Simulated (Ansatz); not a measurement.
# Pressure series in C

The reference is C in the diamond structure (space group Fd-3m, No. 227; a = 3.5603 Å).

Cell and atoms are relaxed at each pressure.

Computed with r2SCAN in Ansatz (plane waves to 500 eV, PAW, no spin-orbit coupling), earlier PAW set.

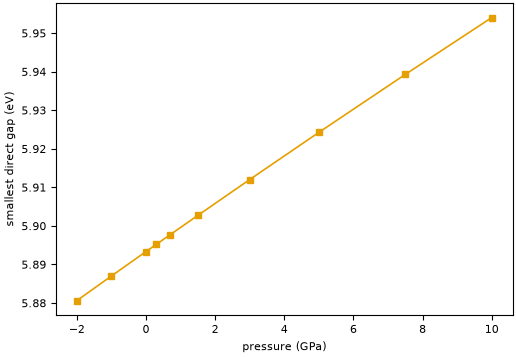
Figure: Smallest direct gap against pressure

Task: From the plot, what is the smallest direct gap for pressure 0.7 GPa?

Result: About 5.90 eV.

Task: Is the trend monotonic over the range shown?

Result: Yes, it rises throughout, spanning 5.88 eV to 5.95 eV.

Load acts through the strain it causes; cell and atoms are relaxed under it. No phonon test of stability was made. Competing high-pressure phases were not computed.

Ansatz is an electronic-structure program.
